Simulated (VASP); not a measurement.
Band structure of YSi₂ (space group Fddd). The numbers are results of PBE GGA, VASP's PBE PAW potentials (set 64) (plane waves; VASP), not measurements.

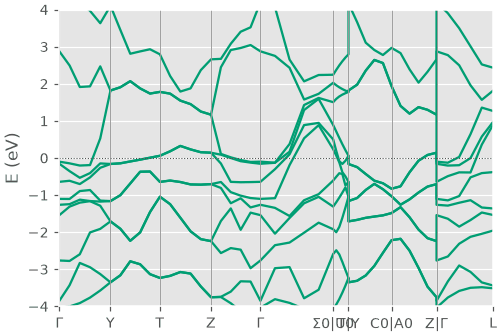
Figure: Bands along high-symmetry lines, zero at the valence-band maximum or, without a gap, the Fermi level

**Question.** Read the plot: is there a gap, and where are the band edges?

**Answer.** It has no gap at this level: it comes out as a metal or semimetal.

The structure was generated: YSi2 was put into an ordered model structure, which need not be its known phase. The cell was not relaxed at this level. The k-mesh is coarse (spacing up to 0.38 per Å, 2π included), so the numbers may not be converged in it.
